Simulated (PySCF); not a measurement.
## C6H16Cl2N2Sn: geometry relaxation (part 1 of 2)

System: C6H16Cl2N2Sn (SnCl2(NHiPr)2), SMILES CC(C)[NH][Sn]([Cl])([Cl])[NH]C(C)C.
Method: PBE0-D3(BJ)/def2-SVP geometry optimisation, gas phase (PySCF 2.14.0).

It belongs to a series of runs on one base structure; here: two ligands: Me to NHiPr.

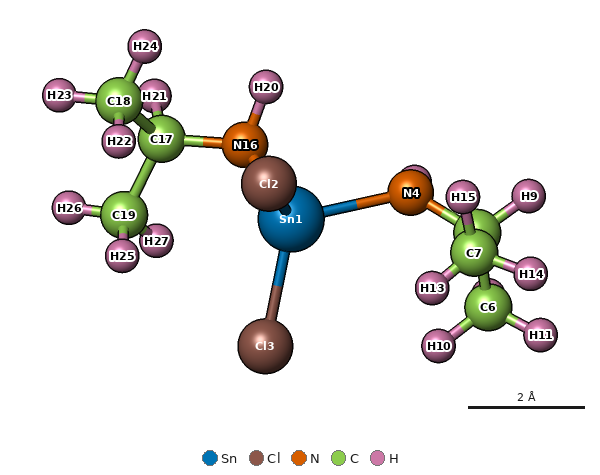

*The structure as given in the input (ball-and-stick view, seen at a tilt; atoms are numbered from 1 in the order of the input). Sticks mark near contacts.*

### Input
```
{"job": {"xc": "PBE0", "basis": "def2-SVP", "d3": "d3bj", "grid": 1, "maxiter": 40, "shake": 0.03, "kind": "geom"}, "charge": 0, "multiplicity": 1}
Sn     0.248970    -0.078810     0.477800
Cl    -0.229490    -0.166740     2.769010
Cl     2.474760     0.169490     0.213110
N     -0.852590     1.596730    -0.297100
C     -0.575610     2.960060    -0.208360
C      0.585480     3.387310    -1.090400
C     -0.255080     3.338680     1.272010
H     -1.034010     1.390300    -1.288030
H     -1.465560     3.554230    -0.444450
H      1.495640     2.855030    -0.734080
H      0.740460     4.436510    -1.009750
H      0.404650     3.101880    -2.095400
H      0.557350     2.904970     1.569770
H     -0.234390     4.429060     1.400110
H     -1.106890     2.962700     1.905620
N     -0.682640    -1.516720    -0.641630
C     -0.307870    -2.919210    -0.544960
C     -0.697540    -3.553960     0.828460
C      1.152850    -3.172030    -0.852950
H     -1.749400    -1.456570    -0.440750
H     -0.954950    -3.459860    -1.345550
H     -0.048660    -3.173610     1.568950
H     -0.450400    -4.605290     0.736460
H     -1.736780    -3.403680     1.021720
H      1.819090    -2.794320    -0.038900
H      1.350230    -4.161940    -0.986980
H      1.399800    -2.669830    -1.723300
```

The first line tells a small driver script what to run in PySCF; the rest is the geometry in Å.

Hardware: 2 CPU threads, shared host.

Launch command:
```bash
OMP_NUM_THREADS=2 python <driver script> task.json out
```

### The program's output
```
step   0  E = -1481.30061827  max force = 0.134195
step   1  E = -1481.34898695  max force = 0.018484
step   2  E = -1481.35175682  max force = 0.010414
step   3  E = -1481.35270065  max force = 0.003091
step   4  E = -1481.35288184  max force = 0.002157
step   5  E = -1481.35303907  max force = 0.003191
step   6  E = -1481.35318703  max force = 0.002036
step   7  E = -1481.35336464  max force = 0.000980
step   8  E = -1481.35341789  max force = 0.000540
step   9  E = -1481.35349814  max force = 0.000439
step  10  E = -1481.35357702  max force = 0.000506
step  11  E = -1481.35365162  max force = 0.000464
step  12  E = -1481.35375141  max force = 0.000654
step  13  E = -1481.35380595  max force = 0.000791
step  14  E = -1481.35380358  max force = 0.000785
step  15  E = -1481.35379731  max force = 0.000613
step  16  E = -1481.35380218  max force = 0.000335
step  17  E = -1481.35380810  max force = 0.000282
optimisation converged
```

### Trajectory as extended XYZ (Å, eV, eV/Å), 18 frames, from step=0 to step=17
```
27
Properties=species:S:1:pos:R:3:forces:R:3 step=0 energy=-40308.24294
Sn    0.2490   -0.0788    0.4778   -2.9156   1.5945  -0.8801
Cl   -0.2295   -0.1667    2.7690    0.0986  -0.0677   0.1871
Cl    2.4748    0.1695    0.2131    1.5771   0.0024  -0.1172
N    -0.8526    1.5967   -0.2971   -0.3068  -3.0980  -0.3841
C    -0.5756    2.9601   -0.2084    1.5677   1.7424   2.0292
C     0.5855    3.3873   -1.0904    0.2623  -0.9665   1.4993
C    -0.2551    3.3387    1.2720   -6.9006   2.2795  -2.2618
H    -1.0340    1.3903   -1.2880    0.0405  -0.4201   0.3618
H    -1.4656    3.5542   -0.4445   -0.4373   0.0103  -0.4023
H     1.4956    2.8550   -0.7341   -0.2088   0.2515  -0.2297
H     0.7405    4.4365   -1.0097    0.3377   1.3662  -0.1332
H     0.4047    3.1019   -2.0954   -0.1600  -0.2496  -1.5360
H     0.5574    2.9050    1.5698    5.7067  -2.7347   2.0640
H    -0.2344    4.4291    1.4001    0.3086  -0.0040   0.0063
H    -1.1069    2.9627    1.9056    0.6431   0.2484  -0.3658
N    -0.6826   -1.5167   -0.6416   -1.7824   0.1079   0.4209
C    -0.3079   -2.9192   -0.5450   -1.3896  -1.1661   0.1205
C    -0.6975   -3.5540    0.8285    0.8272  -0.2745  -2.7690
C     1.1528   -3.1720   -0.8529   -1.0098   2.5543   2.5318
H    -1.7494   -1.4566   -0.4407    2.3312   0.1601  -0.3827
H    -0.9549   -3.4599   -1.3456    0.9460   0.6658   0.9162
H    -0.0487   -3.1736    1.5690    0.6809   0.8616   1.4530
H    -0.4504   -4.6053    0.7365   -0.2534  -0.7436   0.1985
H    -1.7368   -3.4037    1.0217   -1.0030   0.1065   0.5153
H     1.8191   -2.7943   -0.0389   -0.3147  -0.1323  -0.2937
H     1.3502   -4.1619   -0.9870    0.5732  -3.3949  -0.3218
H     1.3998   -2.6698   -1.7233    0.7814   1.3005  -2.2268
27
Properties=species:S:1:pos:R:3:forces:R:3 step=1 energy=-40309.55911
Sn    0.1186   -0.0224    0.4219   -0.1665  -0.0468   0.2317
Cl   -0.3370   -0.1031    2.7295    0.1281  -0.1007   0.0749
Cl    2.4394    0.1876    0.1756    0.1492  -0.0530   0.0555
N    -0.9045    1.5175   -0.3238   -0.2588   0.0003  -0.5918
C    -0.5549    2.9081   -0.1926    0.5090   0.9433   0.6498
C     0.6169    3.3580   -1.0779   -0.1895  -0.3890   0.1472
C    -0.2482    3.2420    1.2778   -0.9505  -0.1336  -0.4759
H    -1.0845    1.2701   -1.2990   -0.0948   0.1037   0.0371
H    -1.4442    3.5165   -0.4533   -0.0226  -0.1508  -0.1427
H     1.5298    2.8275   -0.7623    0.0407   0.0311  -0.0534
H     0.8016    4.4385   -0.9938   -0.0531   0.0390  -0.0411
H     0.4327    3.1033   -2.1317   -0.0024   0.0835  -0.0951
H     0.6650    2.7441    1.6062    0.4064  -0.0269   0.1745
H    -0.1765    4.3280    1.4241    0.2530   0.0021  -0.0136
H    -1.0820    2.8860    1.9042    0.1191  -0.0210   0.0565
N    -0.7476   -1.5037   -0.6567    0.1275  -0.2497   0.1848
C    -0.3291   -2.8959   -0.5263   -0.3629  -0.3908   0.1084
C    -0.6788   -3.5387    0.8307    0.5625   0.0422  -0.6835
C     1.1433   -3.0484   -0.8496   -0.0221   0.1993   0.0789
H    -1.7512   -1.4376   -0.4753    0.0100   0.0940  -0.0407
H    -0.9058   -3.4537   -1.2958    0.1089   0.1035   0.0136
H    -0.0661   -3.0821    1.6210   -0.1815   0.1373   0.2074
H    -0.4106   -4.6070    0.8057   -0.1567  -0.0379   0.0425
H    -1.7482   -3.4366    1.0477   -0.0713   0.0261   0.1866
H     1.7683   -2.6271   -0.0428    0.0192  -0.0432  -0.0421
H     1.4099   -4.1035   -0.9675    0.0669  -0.1483   0.0098
H     1.3910   -2.5134   -1.7755    0.0322  -0.0136  -0.0793
27
Properties=species:S:1:pos:R:3:forces:R:3 step=2 energy=-40309.63449
Sn    0.0812   -0.0279    0.4431   -0.4033   0.4658  -0.2858
Cl   -0.3645   -0.1796    2.7540    0.0815  -0.0107  -0.0339
Cl    2.4255    0.1411    0.2631   -0.0475   0.0038   0.0260
N    -0.9372    1.5737   -0.3279    0.1476  -0.5355   0.1108
C    -0.5589    2.9671   -0.1730    0.2571   0.1993   0.1277
C     0.5783    3.3939   -1.1034   -0.0654  -0.0560  -0.0096
C    -0.2197    3.2756    1.2809   -0.1005  -0.1391  -0.1218
H    -1.1393    1.3500   -1.3030    0.0037   0.0169   0.0212
H    -1.4502    3.5735   -0.4303   -0.0311  -0.0792  -0.0200
H     1.5059    2.8611   -0.8411    0.0222  -0.0118   0.0058
H     0.7700    4.4767   -1.0286   -0.0068  -0.0300  -0.0292
H     0.3448    3.1572   -2.1563   -0.0149   0.0561   0.0766
H     0.7173    2.7719    1.5841   -0.0394   0.0818  -0.0176
H    -0.0953    4.3577    1.4249    0.1053   0.0070   0.0192
H    -1.0228    2.9324    1.9477   -0.0118  -0.0259   0.0304
N    -0.7341   -1.5404   -0.6531    0.3048   0.0252   0.1468
C    -0.3116   -2.9358   -0.5333    0.0007  -0.0096   0.1260
C    -0.6813   -3.5782    0.8025    0.1942  -0.0346  -0.0482
C     1.1711   -3.0789   -0.8293    0.0584  -0.0161  -0.1140
H    -1.7388   -1.4704   -0.5064   -0.1735   0.0145  -0.0332
H    -0.8586   -3.4816   -1.3219   -0.0579   0.0051  -0.1118
H    -0.1176   -3.1090    1.6287   -0.1180   0.0145  -0.0262
H    -0.4300   -4.6518    0.8014   -0.0597   0.0249   0.0069
H    -1.7577   -3.4761    1.0092    0.0118   0.0056   0.0469
H     1.7837   -2.6614   -0.0139    0.0126   0.0068   0.0031
H     1.4468   -4.1410   -0.9408   -0.0310   0.1078   0.0216
H     1.4403   -2.5454   -1.7567   -0.0390  -0.0864   0.0822
27
Properties=species:S:1:pos:R:3:forces:R:3 step=3 energy=-40309.66017
Sn    0.0426    0.0025    0.4138   -0.0405  -0.0815  -0.0408
Cl   -0.3607   -0.1782    2.7283    0.0450  -0.0101   0.0040
Cl    2.3869    0.1885    0.2476   -0.0235   0.0117   0.0021
N    -0.9676    1.5744   -0.3372   -0.0262  -0.0888  -0.0157
C    -0.5610    2.9615   -0.1590   -0.0326   0.0135  -0.1150
C     0.5567    3.3781   -1.1093    0.0390   0.0534  -0.0416
C    -0.1935    3.2247    1.2880    0.1590  -0.0225   0.0853
H    -1.1832    1.3686   -1.3123   -0.0127   0.0274  -0.0026
H    -1.4509    3.5762   -0.3980   -0.0115   0.0012   0.0391
H     1.4846    2.8260   -0.8875   -0.0165  -0.0009   0.0094
H     0.7676    4.4563   -1.0254    0.0157  -0.0127  -0.0033
H     0.2855    3.1723   -2.1584   -0.0143   0.0122   0.0475
H     0.7457    2.7019    1.5582   -0.1041   0.0494  -0.0345
H    -0.0217    4.2978    1.4542    0.0050   0.0011   0.0199
H    -0.9821    2.8827    1.9730   -0.0187   0.0110  -0.0097
N    -0.7287   -1.5358   -0.6677    0.0705   0.0499   0.0976
C    -0.2960   -2.9271   -0.5339    0.0462   0.0594   0.0014
C    -0.6858   -3.5568    0.7959   -0.0342  -0.0602   0.1502
C     1.1944   -3.0602   -0.8013    0.0347  -0.0479  -0.0680
H    -1.7416   -1.4736   -0.5478    0.0132  -0.0218  -0.0628
H    -0.8219   -3.4769   -1.3365   -0.0296  -0.0018  -0.0324
H    -0.1634   -3.0672    1.6364   -0.0074  -0.0093  -0.0608
H    -0.4388   -4.6302    0.8218    0.0079   0.0113  -0.0081
H    -1.7670   -3.4581    0.9844    0.0072  -0.0049  -0.0250
H     1.7927   -2.6280    0.0169   -0.0093   0.0233   0.0052
H     1.4792   -4.1213   -0.8910   -0.0343   0.0765   0.0166
H     1.4754   -2.5437   -1.7325   -0.0280  -0.0389   0.0423
27
Properties=species:S:1:pos:R:3:forces:R:3 step=4 energy=-40309.66510
Sn    0.0442    0.0053    0.3827    0.0081  -0.0421   0.0125
Cl   -0.3105   -0.1957    2.7029    0.0245  -0.0071   0.0079
Cl    2.3843    0.2111    0.1968   -0.0090   0.0166  -0.0136
N    -0.9811    1.5774   -0.3441    0.0072   0.0320  -0.0100
C    -0.5692    2.9647   -0.1516   -0.0483  -0.0103  -0.0462
C     0.5298    3.4006   -1.1152    0.0120   0.0174  -0.0230
C    -0.1700    3.1994    1.2932    0.1109  -0.0038   0.0615
H    -1.2152    1.3866   -1.3178   -0.0042   0.0190  -0.0030
H    -1.4650    3.5829   -0.3572   -0.0029  -0.0015   0.0246
H     1.4594    2.8400   -0.9253   -0.0116  -0.0047   0.0014
H     0.7483    4.4755   -1.0139    0.0014  -0.0064   0.0146
H     0.2322    3.2202   -2.1604   -0.0035  -0.0029  -0.0034
H     0.7706    2.6681    1.5326   -0.0591   0.0125  -0.0164
H     0.0150    4.2673    1.4801   -0.0184  -0.0018  -0.0025
H    -0.9469    2.8480    1.9871   -0.0085   0.0153  -0.0046
N    -0.7127   -1.5404   -0.6856   -0.0162  -0.0287   0.0569
C    -0.2841   -2.9306   -0.5327    0.0089  -0.0017  -0.0268
C    -0.7068   -3.5547    0.7921   -0.0581  -0.0069   0.0705
C     1.2112   -3.0635   -0.7645    0.0056  -0.0373  -0.0042
H    -1.7282   -1.4819   -0.5892    0.0193   0.0148  -0.0589
H    -0.7922   -3.4843   -1.3465    0.0039   0.0116   0.0114
H    -0.2099   -3.0552    1.6402    0.0212  -0.0051  -0.0202
H    -0.4598   -4.6272    0.8320    0.0213   0.0042  -0.0120
H    -1.7929   -3.4564    0.9505    0.0043  -0.0078  -0.0252
H     1.7886   -2.6174    0.0616   -0.0019   0.0146  -0.0039
H     1.4974   -4.1237   -0.8315   -0.0022   0.0156   0.0138
H     1.5110   -2.5616   -1.6958   -0.0050  -0.0057  -0.0016
27
Properties=species:S:1:pos:R:3:forces:R:3 step=5 energy=-40309.66938
Sn    0.0647    0.0132    0.3037    0.0225  -0.0567   0.0388
Cl   -0.1504   -0.2439    2.6352   -0.0305   0.0081   0.0201
Cl    2.3883    0.2870    0.0397    0.0124  -0.0044  -0.0400
N    -1.0112    1.5864   -0.3424    0.0323   0.1641   0.0291
C    -0.5949    2.9729   -0.1183   -0.0327  -0.0667   0.0589
C     0.4409    3.4553   -1.1282   -0.0202  -0.0136   0.0197
C    -0.1031    3.1490    1.3095   -0.0163   0.0291  -0.0142
H    -1.2977    1.4337   -1.3085    0.0103  -0.0057  -0.0030
H    -1.5064    3.5908   -0.2337    0.0039   0.0004  -0.0131
H     1.3754    2.8812   -1.0254    0.0020  -0.0049  -0.0115
H     0.6741    4.5221   -0.9871   -0.0036   0.0086   0.0211
H     0.0721    3.3306   -2.1571    0.0027  -0.0147  -0.0586
H     0.8430    2.6051    1.4670    0.0417  -0.0472   0.0137
H     0.1056    4.2064    1.5292   -0.0404   0.0019  -0.0274
H    -0.8404    2.7766    2.0350    0.0077   0.0106   0.0029
N    -0.6639   -1.5560   -0.7409   -0.0467  -0.0905  -0.0004
C    -0.2495   -2.9445   -0.5374   -0.0389  -0.0394  -0.0035
C    -0.7728   -3.5501    0.7633   -0.0630   0.0544  -0.0696
C     1.2576   -3.0836   -0.6538   -0.0616   0.0399   0.0594
H    -1.6829   -1.4989   -0.7138    0.0203   0.0714  -0.0357
H    -0.6995   -3.5097   -1.3784    0.0346   0.0185   0.0287
H    -0.3475   -3.0286    1.6339    0.0438  -0.0005   0.0438
H    -0.5238   -4.6195    0.8381    0.0260  -0.0133   0.0035
H    -1.8687   -3.4559    0.8285    0.0020  -0.0144  -0.0101
H     1.7703   -2.6011    0.1948    0.0147   0.0045  -0.0039
H     1.5442   -4.1427   -0.6535    0.0382  -0.0754   0.0136
H     1.6240   -2.6216   -1.5789    0.0388   0.0361  -0.0624
27
Properties=species:S:1:pos:R:3:forces:R:3 step=6 energy=-40309.67340
Sn    0.0649    0.0066    0.2998    0.0129   0.0077   0.0464
Cl   -0.1369   -0.2617    2.6324   -0.0248   0.0134  -0.0013
Cl    2.3857    0.2854    0.0165    0.0137   0.0083  -0.0278
N    -1.0163    1.5863   -0.3272    0.0265   0.1047   0.0394
C    -0.5983    2.9716   -0.1058   -0.0096  -0.0534   0.0395
C     0.4153    3.4569   -1.1370   -0.0154  -0.0093   0.0181
C    -0.0770    3.1488    1.3114   -0.0406   0.0208  -0.0247
H    -1.3145    1.4392   -1.2906    0.0082  -0.0175  -0.0024
H    -1.5128    3.5881   -0.2017    0.0016   0.0055  -0.0111
H     1.3513    2.8817   -1.0561    0.0051  -0.0039  -0.0078
H     0.6520    4.5229   -0.9957   -0.0009   0.0069   0.0090
H     0.0253    3.3353   -2.1592    0.0022  -0.0070  -0.0337
H     0.8719    2.6050    1.4514    0.0457  -0.0377   0.0096
H     0.1320    4.2076    1.5225   -0.0227   0.0017  -0.0140
H    -0.7997    2.7786    2.0524    0.0041   0.0030   0.0040
N    -0.6567   -1.5585   -0.7524   -0.0366  -0.0733  -0.0067
C    -0.2422   -2.9455   -0.5414   -0.0325  -0.0252  -0.0009
C    -0.7909   -3.5566    0.7461   -0.0251   0.0393  -0.0692
C     1.2685   -3.0734   -0.6224   -0.0411   0.0228   0.0368
H    -1.6753   -1.4948   -0.7501    0.0112   0.0368  -0.0252
H    -0.6682   -3.5121   -1.3930    0.0245   0.0097   0.0142
H    -0.3870   -3.0343    1.6271    0.0207  -0.0004   0.0318
H    -0.5316   -4.6236    0.8235    0.0122  -0.0077   0.0057
H    -1.8887   -3.4741    0.7853   -0.0001  -0.0074  -0.0011
H     1.7578   -2.5816    0.2351    0.0087  -0.0058  -0.0059
H     1.5649   -4.1305   -0.6086    0.0271  -0.0524   0.0116
H     1.6538   -2.6126   -1.5415    0.0249   0.0203  -0.0343
27
Properties=species:S:1:pos:R:3:forces:R:3 step=7 energy=-40309.67824
Sn    0.0758    0.0039    0.3021   -0.0087  -0.0096   0.0014
Cl   -0.1115   -0.2731    2.6353   -0.0080  -0.0050  -0.0216
Cl    2.3898    0.3127   -0.0150   -0.0012  -0.0124  -0.0033
N    -1.0218    1.5859   -0.2921   -0.0129   0.0044   0.0108
C    -0.6054    2.9706   -0.0809    0.0149  -0.0128  -0.0115
C     0.3606    3.4640   -1.1538    0.0011  -0.0034   0.0023
C    -0.0269    3.1514    1.3126   -0.0389   0.0115  -0.0080
H    -1.3416    1.4416   -1.2490   -0.0005  -0.0195   0.0004
H    -1.5267    3.5821   -0.1393    0.0014   0.0080  -0.0012
H     1.3008    2.8908   -1.1169    0.0031   0.0010   0.0014
H     0.6004    4.5301   -1.0161   -0.0011  -0.0001  -0.0055
H    -0.0715    3.3451   -2.1606    0.0031   0.0049   0.0096
H     0.9302    2.6119    1.4158    0.0209  -0.0015  -0.0004
H     0.1786    4.2135    1.5085    0.0088   0.0004   0.0094
H    -0.7168    2.7812    2.0843   -0.0011  -0.0062  -0.0001
N    -0.6289   -1.5593   -0.7706    0.0504   0.0121   0.0226
C    -0.2244   -2.9479   -0.5517   -0.0152   0.0177   0.0027
C    -0.8326   -3.5703    0.7018    0.0244  -0.0029  -0.0222
C     1.2892   -3.0739   -0.5587    0.0061   0.0119  -0.0127
H    -1.6445   -1.4823   -0.8193   -0.0109  -0.0051  -0.0018
H    -0.6043   -3.5083   -1.4274    0.0009  -0.0039  -0.0100
H    -0.4706   -3.0563    1.6067   -0.0124   0.0048   0.0006
H    -0.5665   -4.6361    0.7819   -0.0111   0.0015   0.0054
H    -1.9314   -3.4981    0.6875   -0.0052   0.0053   0.0082
H     1.7369   -2.5786    0.3194    0.0001  -0.0004   0.0091
H     1.5890   -4.1315   -0.5242   -0.0027   0.0061   0.0013
H     1.7213   -2.6147   -1.4598   -0.0055  -0.0066   0.0129
27
Properties=species:S:1:pos:R:3:forces:R:3 step=8 energy=-40309.67969
Sn    0.0814    0.0009    0.2983    0.0152   0.0278   0.0016
Cl   -0.1005   -0.2906    2.6286   -0.0049  -0.0016  -0.0003
Cl    2.3940    0.3133   -0.0278   -0.0045  -0.0044   0.0028
N    -1.0229    1.5832   -0.2821   -0.0127  -0.0091   0.0103
C    -0.6066    2.9678   -0.0720    0.0016  -0.0037  -0.0236
C     0.3411    3.4671   -1.1582    0.0066   0.0006  -0.0015
C    -0.0081    3.1457    1.3131   -0.0107   0.0007   0.0011
H    -1.3515    1.4395   -1.2361   -0.0010  -0.0100   0.0005
H    -1.5301    3.5776   -0.1149    0.0028   0.0067   0.0012
H     1.2830    2.8957   -1.1395    0.0021   0.0009   0.0040
H     0.5808    4.5332   -1.0204    0.0009  -0.0010  -0.0044
H    -0.1072    3.3520   -2.1585    0.0034   0.0028   0.0117
H     0.9529    2.6089    1.3996    0.0032   0.0056  -0.0016
H     0.1977    4.2077    1.5099    0.0055  -0.0010   0.0075
H    -0.6846    2.7707    2.0943   -0.0025  -0.0065  -0.0029
N    -0.6147   -1.5573   -0.7818    0.0118   0.0095  -0.0111
C    -0.2169   -2.9458   -0.5569   -0.0016   0.0092   0.0037
C    -0.8517   -3.5658    0.6837    0.0132  -0.0189   0.0065
C     1.2965   -3.0721   -0.5308    0.0152  -0.0029  -0.0114
H    -1.6290   -1.4768   -0.8488   -0.0028  -0.0092  -0.0007
H    -0.5781   -3.5057   -1.4408    0.0007  -0.0066  -0.0080
H    -0.5087   -3.0503    1.5954   -0.0101   0.0010  -0.0083
H    -0.5888   -4.6318    0.7723   -0.0101   0.0010   0.0017
H    -1.9500   -3.4927    0.6471   -0.0048   0.0051   0.0020
H     1.7252   -2.5745    0.3557   -0.0042  -0.0031   0.0064
H     1.5954   -4.1298   -0.4857   -0.0054   0.0136  -0.0015
H     1.7486   -2.6159   -1.4235   -0.0068  -0.0066   0.0143
```
